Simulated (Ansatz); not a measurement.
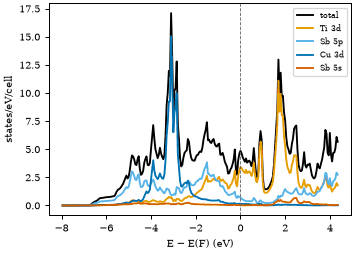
Figure: Total and projected density of states of Ti2CuSb3 in space group P-4m2 (No. 115; Sb on 2g, Ti on 2g, Sb on 1b, Cu on 1a), DFT-r²SCAN in the program Ansatz with PAW potentials

Problem. Which orbitals carry the states next to the Fermi level?

Solution. Within 0.5 eV of the Fermi level: Ti 3d 68 %, Sb 5p 18 %, outside the projected shells 6 %. Projections are on Löwdin-orthogonalised atomic valence shells; empty p or d shells of many metals are not among them.

Problem. Where is the tallest occupied peak in this window, and what makes it?

Solution. Near -3.1 eV, about 17 states/eV per cell; the largest projected share is Cu 3d.

The workflow started from an entry of the Crystallography Open Database (COD). Its standing as an ambient phase is unchecked. Symmetry was held in the r²SCAN relaxation; whether a distortion lowers the energy is not shown. No spin polarisation was allowed. Scalar-relativistic: spin–orbit coupling is off unless named, which matters more the heavier the elements.

Potentials: the later of the program's two PAW sets.
